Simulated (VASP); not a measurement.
Energy against volume of HfN (rock salt). These are RPBE GGA, VASP's PBE PAW potentials (set 64) (plane waves; VASP 6.6.1) values and carry that method's errors.

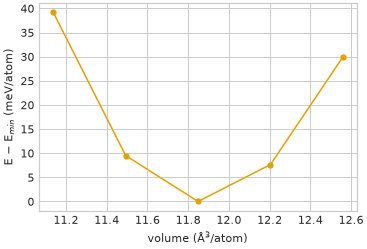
Figure. Energy against volume

Question: Estimate the equilibrium volume and the bulk modulus.

Answer: The minimum lies near 11.9 Å³/atom, and the curvature gives B0 of about 260 GPa.

Measured: a 4.524 Å (computed value off by +0.8 %), as given by Seo, Lee, Wen, Petrov, Greene, Gall, J. Appl. Phys. 96, 878 (2004). The calculation is for a static lattice, while the measured a holds thermal and zero-point effects, which are part of the difference.

The compound is HfN in the rock salt structure. It was relaxed first.
